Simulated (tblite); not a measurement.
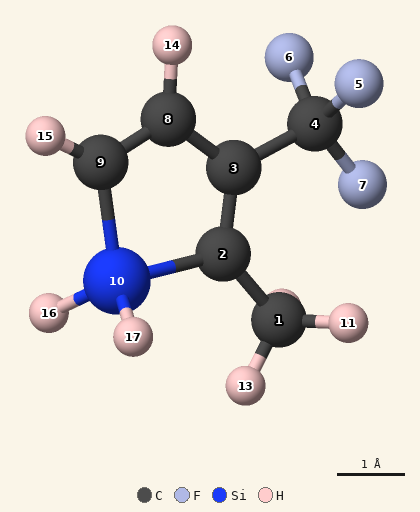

This is the input geometry for a relaxation of C₆H₇F₃Si. Style: ball-and-stick. Shown at a tilt.

Computed with GFN2-xTB geometry optimisation, gas phase in tblite 0.8.0.

```xyz
17

C     0.6984    1.8822    0.1771
C    -0.0568    0.6453    0.0101
C     0.3689   -0.5976    0.0010
C     1.8482   -0.8930    0.1464
F     2.2281   -1.5500   -0.9759
F     2.0621   -1.7569    1.2150
F     2.5253    0.2551    0.4056
C    -0.5935   -1.6156   -0.1692
C    -1.8516   -1.2712   -0.2997
Si   -1.9096    0.5760   -0.1968
H     1.4935    2.0474   -0.5810
H     1.1777    1.9396    1.1873
H    -0.0466    2.7197    0.1375
H    -0.3239   -2.7040   -0.2062
H    -2.7054   -1.9130   -0.4353
H    -2.6122    1.0364    1.0103
H    -2.3096    1.2118   -1.4362
```

Question: What does the optimiser find from here?

Answer: F7 moves most after the best rigid fit: 0.27 Å. Largest moves by element: F 0.27 Å, H 0.13 Å, C 0.09 Å, Si 0.08 Å. Among the contacts that change: C3–C8 1.411 → 1.462 Å, C8–H14 1.122 → 1.080 Å, C2–Si10 1.866 → 1.906 Å, C4–F6 1.391 → 1.350 Å. Among the angles between lasting bonds that change: F5–C4–F7 115.4° → 105.9°, C2–C3–C4 120.0° → 127.4°, C4–C3–C8 122.5° → 115.6°. After 31 geometry steps the energy has fallen by 58.3 kJ/mol. Cost: 0.21 s on 1 thread of Intel(R) Xeon(R) 6975P-C (shared host).

The structure at the end:

```xyz
17

C     0.6677    1.9673    0.1995
C    -0.1034    0.7065    0.0309
C     0.3899   -0.5443    0.0154
C     1.8219   -0.9586    0.1534
F     2.2690   -1.5941   -0.9521
F     1.9977   -1.8310    1.1691
F     2.6871    0.0413    0.3764
C    -0.5682   -1.6337   -0.1666
C    -1.8514   -1.2812   -0.2979
Si   -1.9920    0.5908   -0.1979
H     1.4380    2.0620   -0.5654
H     1.1715    1.9864    1.1658
H     0.0070    2.8279    0.1366
H    -0.2033   -2.6502   -0.1861
H    -2.6316   -2.0086   -0.4363
H    -2.6965    1.0883    0.9821
H    -2.4103    1.2434   -1.4369
```

After the run, drawn alike:

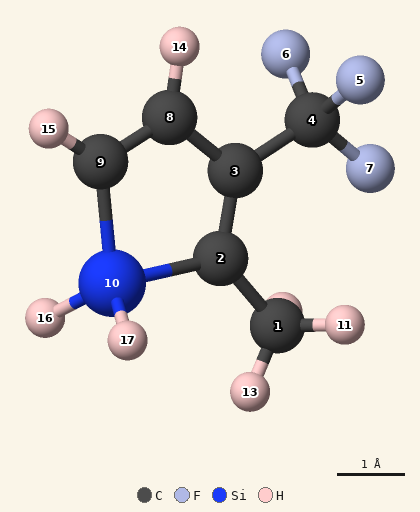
